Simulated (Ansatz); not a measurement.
Input

```
crystal:
  periodic: [false, false, false]
  atoms:
    - { symbol: O, position_ang: [-1.6013, 1.7806, 0.8999] }
    - { symbol: Si, position_ang: [-0.2701, 1.1728, 0.2646] }
    - { symbol: Si, position_ang: [0.2565, -0.8729, 1.0377] }
    - { symbol: Si, position_ang: [0.8361, -1.0281, -1.1702] }
    - { symbol: S, position_ang: [-0.8086, 0.3539, -1.6566] }
    - { symbol: H, position_ang: [-2.416, 1.8262, 0.2887] }
    - { symbol: H, position_ang: [0.8522, 2.1691, 0.134] }
    - { symbol: H, position_ang: [1.5111, -0.9253, 1.9556] }
    - { symbol: H, position_ang: [-0.8468, -1.7093, 1.5513] }
    - { symbol: H, position_ang: [0.4868, -2.3618, -1.7534] }
    - { symbol: H, position_ang: [2.0656, -0.4622, -1.531] }
basis:
  gaussian: { orbitals: def2-SVP }
hamiltonian:
  xc: b3lyp
  dispersion: d4
relax:
  f_tol: 0.02
  max_steps: 50
output:
  orbitals: {}
```

Command:

```sh
ansatz run input.yaml --threads 2 --pin off --max-ram 3072MiB --backend cpu --events-out ev --progress --plain --runs-dir out
```

The fields are those of the relaxed geometry.

All numbers below come from RKS B3LYP-D4/def2-SVP (Ansatz).

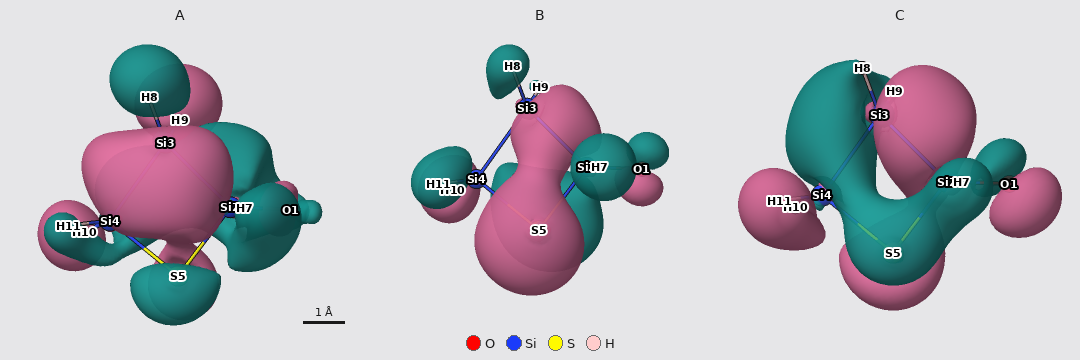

H₆OSSi₃. Three frontier orbitals at ±0.06 Å⁻³ᐟ² (teal and pink are the two phases), in no order.

**Order the three orbitals by energy and name them.**

C is the HOMO−1 (−7.46 eV). It lies mainly on Si3 (about 30 %), Si2 (about 20 %), S5 (about 15 %), Si4 (about 15 %) and O1 (about 15 %). B is the HOMO (−7.04 eV). Its weight (Hirshfeld) is mainly on S5 (about 60 %), Si2 (about 10 %) and Si3 (about 5 %). A is the LUMO (−0.83 eV). By Hirshfeld shares it lies mainly on Si3 (about 25 %), Si2 (about 20 %), Si4 (about 15 %), S5 (about 10 %) and H9 (about 10 %).

**What is the HOMO–LUMO gap?**

6.21 eV between the orbital energies.
